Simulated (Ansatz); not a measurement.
## Electronic structure of CH$_{2}$Ge$_{2}$ in real space

```yaml
atoms:
  - { symbol: C, position_ang: [-0.9676, -0.6263, 0.6767] }
  - { symbol: Ge, position_ang: [-1.3549, 0.0953, -1.0106] }
  - { symbol: Ge, position_ang: [0.8881, -0.4412, 0.4770] }
  - { symbol: H, position_ang: [0.4397, 0.2427, -1.1319] }
  - { symbol: H, position_ang: [-1.5944, -1.0133, 1.4823] }
```

Geometry: B3LYP-D3(BJ)/def2-SVP.

All numbers below come from Ansatz, isolated molecule in a Gaussian basis; Kohn-Sham density functional theory, functional PBE0.

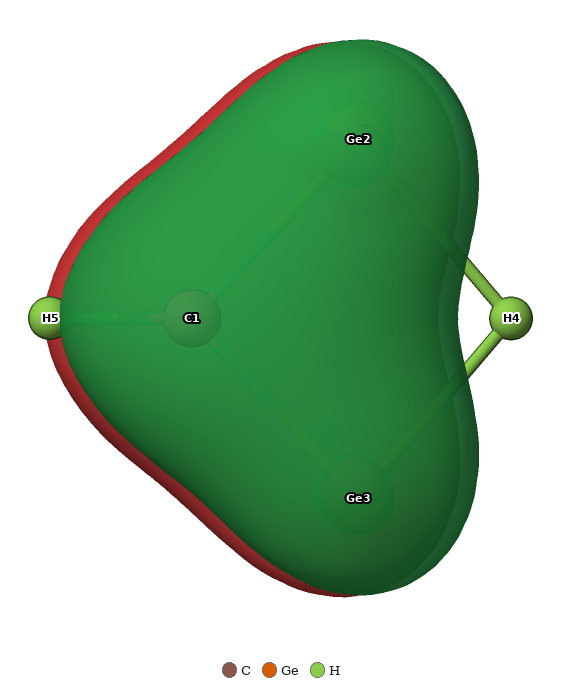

Figure 1. The HOMO−1 at ±0.1 Å⁻³ᐟ² (green and red are the two phases), seen across its widest extent.

Question: What is the character of this orbital?

Answer: It lies mainly on C1 (about 40 %), Ge2 (about 25 %) and Ge3 (about 25 %); it changes sign across the molecular plane (π type); π-bonding across C1–Ge2 and C1–Ge3. Its energy is −7.22 eV.

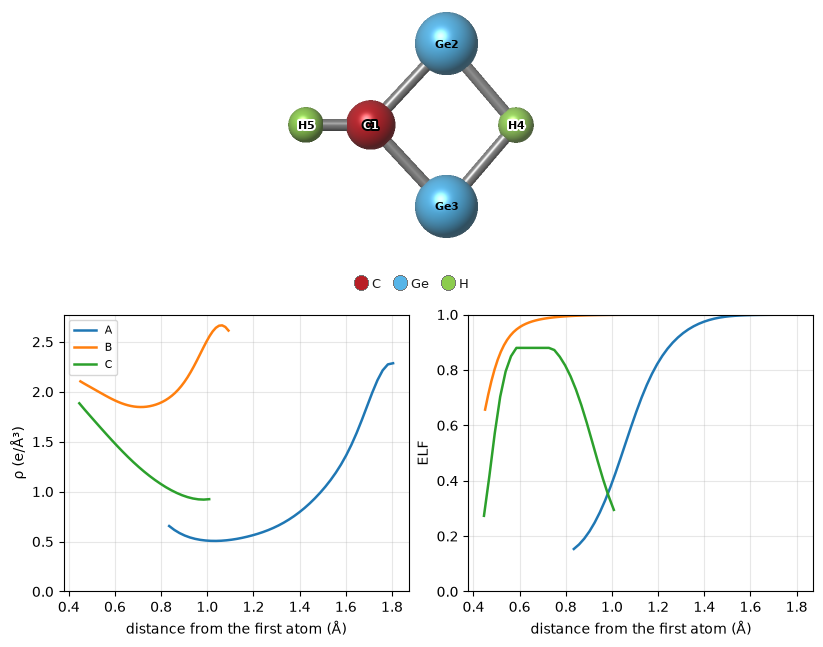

Figure 2. Electron density and ELF along straight lines between neighbouring atoms. The curves leave out the atomic cores. The structure is drawn too.

Question: Which curve belongs to which contact (C–Ge, C–H and Ge–H)? The first atom named is at distance zero.

Answer: Curve A: Ge–H (1.80 Å): ρ is about 0.56 e/Å³ halfway; the ELF climbs to about 1 towards the hydrogen. Curve B: C–H (1.09 Å): the density is about 2 e/Å³ at the midpoint; the ELF climbs to about 1 towards the hydrogen: a covalent bond by its length. Curve C: C–Ge (1.88 Å): ρ is about 0.93 e/Å³ halfway; the ELF peaks at about 0.90 in the valence shell of C, 0.6 Å from its nucleus, and is about 0.45 at the midpoint.

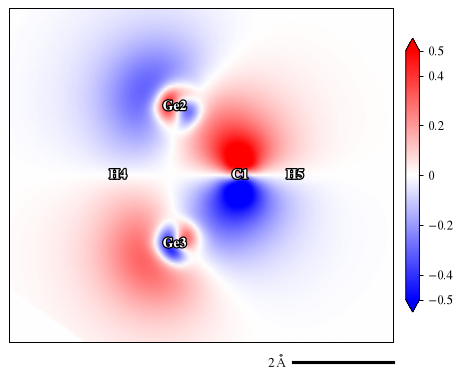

Figure 3. The HOMO on the molecular plane (values in Å⁻³ᐟ²; the overall sign is arbitrary).

Question: Describe this orbital and give its energy.

Answer: By Hirshfeld shares it lies mainly on C1 (about 30 %), Ge2 (about 30 %) and Ge3 (about 30 %); it is symmetric in the molecular plane (an in-plane orbital: σ, lone-pair or in-plane π type). Its energy is −6.78 eV.
